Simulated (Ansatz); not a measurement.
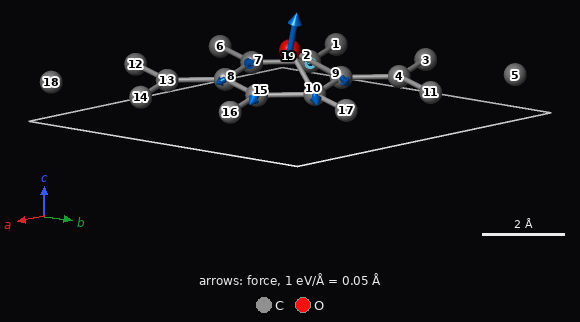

Starting geometry of a slab of composition C₁₈O with the computed forces as blue arrows. Style: ball-and-stick. Shown: the cell of the calculation, outlined in the plane, without the vacuum (origin shifted), from a free direction.

It is O on graphene monolayer, set down by a guess. The run prepares the start of a later molecular dynamics calculation, from a guessed geometry.

Computed with DFT PBE, scalar-relativistic, plane waves, PAW (Ansatz).

Input file:
```yaml
accuracy: low
crystal:
  lattice:
    - [7.398, 0.0, 0.0]
    - [-3.699, 6.406856, 0.0]
    - [0.0, 0.0, 11.0]
  atoms:
    - { symbol: C, position: [0.0, 0.0, 0.0909091] }
    - { symbol: C, position: [0.2222222, 0.1111111, 0.0909091] }
    - { symbol: C, position: [0.0, 0.3333333, 0.0909091] }
    - { symbol: C, position: [0.2222222, 0.4444444, 0.0909091] }
    - { symbol: C, position: [0.0, 0.6666667, 0.0909091] }
    - { symbol: C, position: [0.2222222, 0.7777778, 0.0909091] }
    - { symbol: C, position: [0.3333333, 0.0, 0.0909091] }
    - { symbol: C, position: [0.5555556, 0.1111111, 0.0909091] }
    - { symbol: C, position: [0.3333333, 0.3333333, 0.0909091] }
    - { symbol: C, position: [0.5555556, 0.4444444, 0.0909091] }
    - { symbol: C, position: [0.3333333, 0.6666667, 0.0909091] }
    - { symbol: C, position: [0.5555556, 0.7777778, 0.0909091] }
    - { symbol: C, position: [0.6666667, 0.0, 0.0909091] }
    - { symbol: C, position: [0.8888889, 0.1111111, 0.0909091] }
    - { symbol: C, position: [0.6666667, 0.3333333, 0.0909091] }
    - { symbol: C, position: [0.8888889, 0.4444444, 0.0909091] }
    - { symbol: C, position: [0.6666667, 0.6666667, 0.0909091] }
    - { symbol: C, position: [0.8888889, 0.7777778, 0.0909091] }
    - { symbol: O, position: [0.4343747, 0.2380035, 0.1581818], spin: 1.0 }
magnetization:
  spin_polarized: true
basis:
  ecutwfc: 420.0
kpoints:
  mp_grid: { grid: [2, 2, 1] }
hamiltonian:
  xc: pbe
scf:
  occupations: { method: fermi_dirac, width: 0.02 }
  lower_state_search: "off"
relax:
  f_tol: 0.08
  max_steps: 25
  adjacent_minimum: "off"
output:
  write_density: true
  write_potential: true
  elf: true
  volumetric_format: npy
```

Launched with:
```bash
ansatz run input.yaml --threads 1 --pin off --max-ram 3072MiB --backend cpu --events-out ev --progress --plain --runs-dir out
```

Question: What follows when this structure is relaxed?

Answer: It isn't relaxed: the largest force vector, on O19, is 20.08 eV/Å. The final displacements follow the starting forces only in part (cosine between the two patterns 0.48). Over 11 geometry steps the energy falls by 11.599 eV per cell of the calculation. The largest force component goes from 20 to 0.045 eV/Å. O19 moves most relative to the layer's centre: 1.27 Å at 54° to the normal (+c side). Largest moves by element: O 1.27 Å, C 0.24 Å. The cell stays as it was. Among the contacts that change: C7–O19 1.700 → 2.991 Å, C8–O19 1.753 → 2.991 Å, C2–O19 1.555 → 2.442 Å, C15–O19 1.669 → 2.443 Å. Bond angles that change, for instance: C2–C9–O19 65.3° → 113.2°, C15–C10–O19 69.0° → 113.3°, C17–C10–O19 150.4° → 113.2°. The program noted that the starting moments weren't kept.

Limits of the set-up: the program's low-accuracy preset was used; the periodic images lie only 7.4 Å apart, so the values are limited by the cell's size.
